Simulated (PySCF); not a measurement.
NMR shielding calculation, with input and output: C₆H₁₂F₂OSi

C₆H₁₂F₂OSi, computed with GIAO PBE0/pcSseg-1 NMR shielding, non-relativistic, gas phase (PySCF 2.14.0).

The geometry comes from this level: GFN2-xTB. It belongs to a series of runs on one base structure; here: constitutional isomer. Figures and captions count atoms from 1; the log counts them from 0 in places.

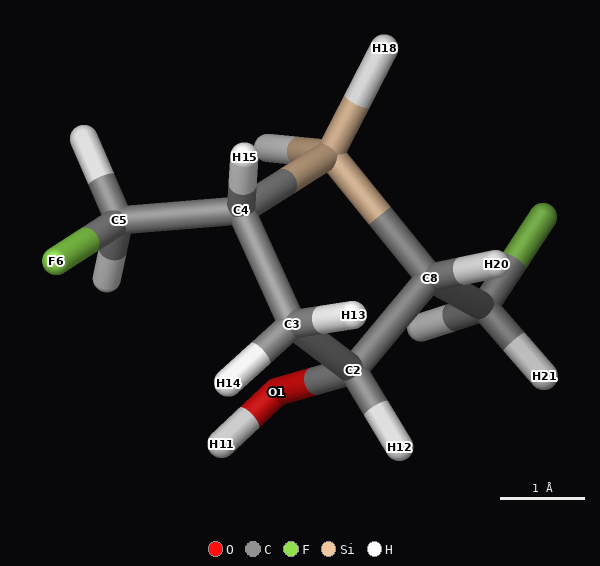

Fig. 1: The structure as given in the input (stick view, seen at an oblique angle; atoms are numbered from 1 in the order of the input). Bond lengths as drawn: C–C 1.52 to 1.54 Å, C–F 1.38 Å, C–H 1.09 to 1.10 Å, C–O 1.42 Å, C–Si 1.91 to 1.92 Å, H–O 0.96 Å and H–Si 1.46 Å.

Results in brief

```csv
quantity,value
outcome,converged
total energy,−799.520563 hartree
HOMO,−8.12 eV
LUMO,0.70 eV
dipole moment,1.85 D
"isotropic shielding, O",265.8 ppm
"isotropic shielding, C",96.4 to 159.8 ppm
"isotropic shielding, F",401.5 to 415.2 ppm
"isotropic shielding, Si",378.7 ppm
"isotropic shielding, H",26.5 to 31.4 ppm
hardware,"1 CPU thread, shared host"
wall time,4.1 min
peak memory,1.2 GiB
```

The input
```
{"job": {"kind": "nmr", "xc": "PBE0", "basis": "pcSseg-1"}, "charge": 0, "multiplicity": 1}
O     -0.850559    -0.993805     1.103460
C     -1.006968    -0.680435    -0.268112
C      0.244938    -1.068002    -1.060627
C      1.427728    -0.207947    -0.580029
C      2.270754    -0.929320     0.453952
F      2.837357    -2.071740    -0.078813
Si     0.631649     1.383441     0.138604
C     -1.132498     0.839732    -0.348479
C     -2.234777     1.371041     0.545599
F     -2.214641     2.748050     0.545347
H     -0.666762    -1.936538     1.184340
H     -1.899308    -1.190927    -0.667475
H      0.055556    -0.886959    -2.119164
H      0.465107    -2.132000    -0.940967
H      2.081175     0.006118    -1.428288
H      3.101538    -0.302779     0.791877
H      1.678595    -1.251949     1.313899
H      1.067049     2.586546    -0.569726
H      0.808886     1.492637     1.584018
H     -1.356721     1.119503    -1.380589
H     -3.232333     1.073985     0.201085
H     -2.086175     1.050734     1.579237
```

The first line tells a small driver script what to run in PySCF; the rest is the geometry in Å.

Launched with:
```bash
OMP_NUM_THREADS=1 python <driver script> task.json out
```

Log
```
coarse grid: 18840 points
cycle   1  E = -799.3075831836  dE =  1.231e+00  |g| = 8.556e-01  |ddm| = 4.102e+00
cycle   2  E = -799.2051471294  dE =  1.024e-01  |g| = 1.182e+00  |ddm| = 1.579e+00
cycle   3  E = -799.4357869637  dE = -2.306e-01  |g| = 8.027e-02  |ddm| = 1.002e+00
cycle   4  E = -799.4366715508  dE = -8.846e-04  |g| = 4.318e-02  |ddm| = 9.666e-02
cycle   5  E = -799.4370677159  dE = -3.962e-04  |g| = 8.423e-03  |ddm| = 4.479e-02
cycle   6  E = -799.4370819295  dE = -1.421e-05  |g| = 2.354e-03  |ddm| = 9.267e-03
cycle   7  E = -799.4370830968  dE = -1.167e-06  |g| = 4.578e-04  |ddm| = 2.151e-03
final grid: 178056 points
cycle   8  E = -799.5205359897  dE = -5.962e-05  |g| = 1.109e-02  |ddm| = 3.731e-02
cycle   9  E = -799.5205118477  dE =  2.414e-05  |g| = 1.582e-02  |ddm| = 2.174e-02
cycle  10  E = -799.5205629432  dE = -5.110e-05  |g| = 1.195e-03  |ddm| = 1.265e-02
cycle  11  E = -799.5205631974  dE = -2.542e-07  |g| = 2.627e-04  |ddm| = 1.190e-03
cycle  12  E = -799.5205632097  dE = -1.224e-08  |g| = 6.141e-05  |ddm| = 2.731e-04
cycle  13  E = -799.5205632103  dE = -6.776e-10  |g| = 2.830e-05  |ddm| = 9.078e-05
```

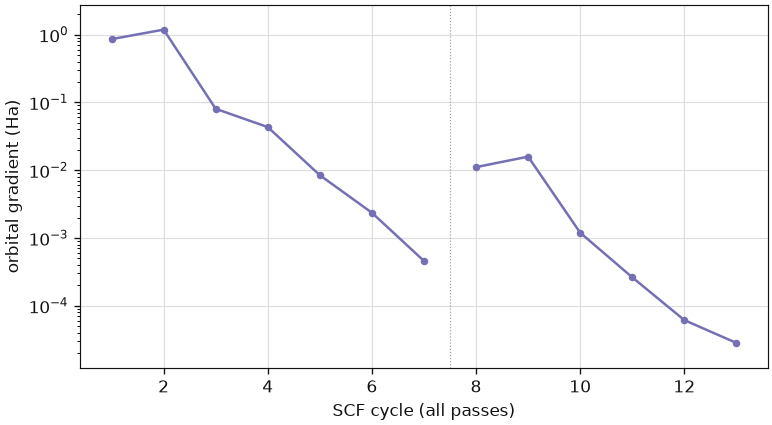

Fig. 2: Convergence of the self-consistent field: orbital gradient against the SCF cycle. The dotted line marks the change from a coarse to the final integration grid. The first 7 cycles use a coarse grid, the final grid takes over at cycle 8, and the field converges after 13 cycles in all.

```
converged SCF energy = -799.5205632103

GIAO shielding tensors (ppm)
atom      isotropic    diamagn.    paramagn.     s11        s22        s33       span
  0 O      265.766     391.511    -125.745    227.426    244.946    324.927     97.501
  1 C      108.207     247.446    -139.238     92.614    105.042    126.965     34.351
  2 C      145.211     249.304    -104.093    131.333    138.423    165.877     34.544
  3 C      159.832     253.327     -93.495    142.188    164.862    172.447     30.259
  4 C       96.445     242.497    -146.052     57.464     84.675    147.195     89.731
  5 F      401.485     471.859     -70.373    351.187    399.410    453.859    102.672
  6 Si     378.705     880.176    -501.471    334.490    377.209    424.415     89.925
  7 C      146.999     253.591    -106.592    121.648    146.632    172.716     51.068
  8 C       99.422     240.920    -141.498     58.620     82.061    157.585     98.965
  9 F      415.243     471.075     -55.832    359.590    420.563    465.576    105.986
 10 H       31.435      33.301      -1.867     23.587     27.319     43.397     19.810
 11 H       27.242      31.979      -4.737     24.059     25.268     32.400      8.341
 12 H       30.100      32.348      -2.249     25.910     27.596     36.793     10.883
 13 H       29.423      32.162      -2.738     24.289     29.044     34.936     10.646
 14 H       29.729      31.289      -1.560     26.122     26.834     36.232     10.110
 15 H       26.853      28.077      -1.223     21.189     28.559     30.812      9.623
 16 H       27.018      29.949      -2.931     22.096     28.527     30.433      8.337
 17 H       27.408      29.505      -2.097     23.430     25.414     33.381      9.951
 18 H       27.534      29.466      -1.932     24.555     25.638     32.408      7.853
 19 H       30.061      32.500      -2.438     25.970     28.645     35.568      9.598
 20 H       26.469      27.648      -1.179     21.404     27.722     30.280      8.877
 21 H       26.568      28.638      -2.069     21.304     28.642     29.759      8.455
```

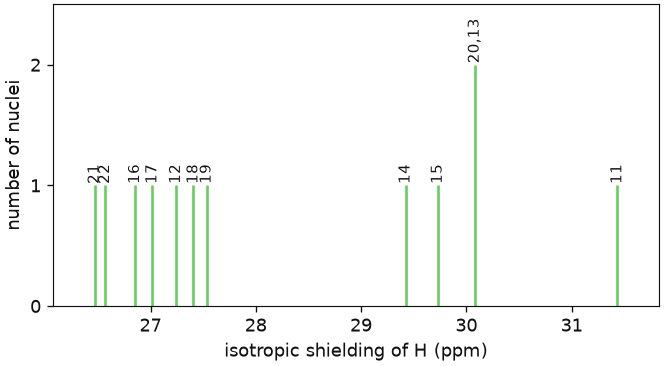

Fig. 3: Isotropic shieldings of the hydrogen nuclei in this fixed geometry, labelled by atom number; shielding grows to the right, so chemical shift grows to the left. The least shielded is H21 (26.5 ppm), the most shielded H11 (31.4 ppm).

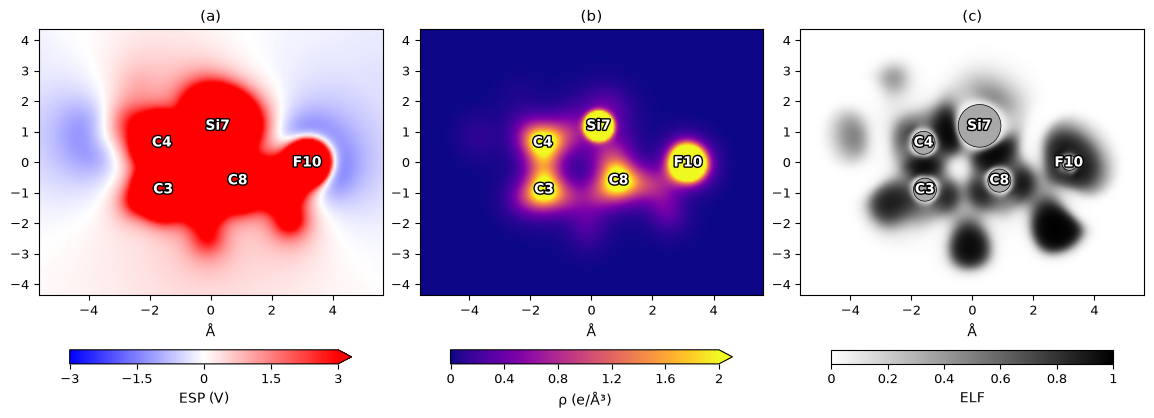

Fig. 4: (a) electrostatic potential; (b) electron density; (c) ELF on the plane of atoms C4, Si7 and C8. Grey discs, where drawn, cover atomic cores. Atoms in the plane: C, Si and F.

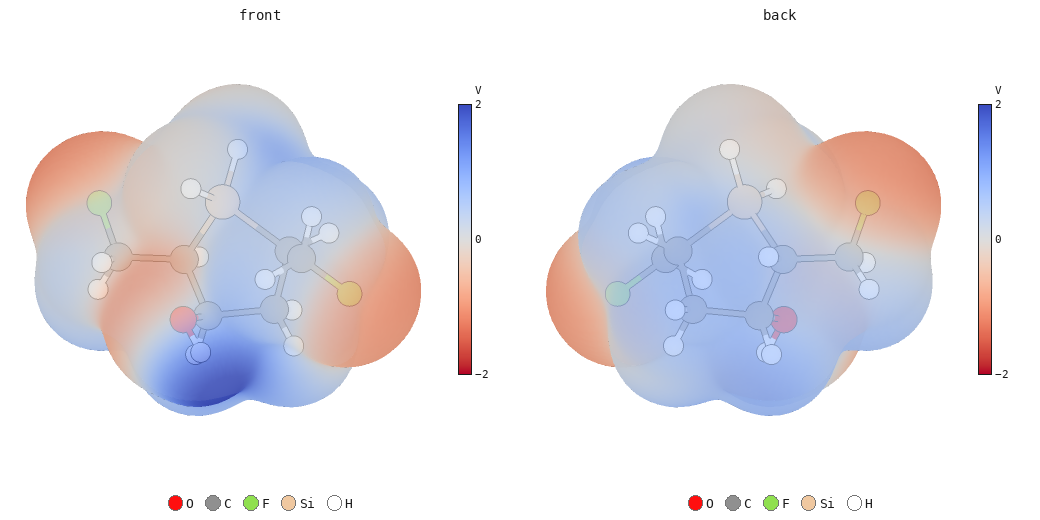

Fig. 5: The molecular electrostatic potential painted on the density surface at 0.001 e/bohr³, seen at a tilt and from behind; red is negative and blue positive. Its dipole moment is 1.85 D.
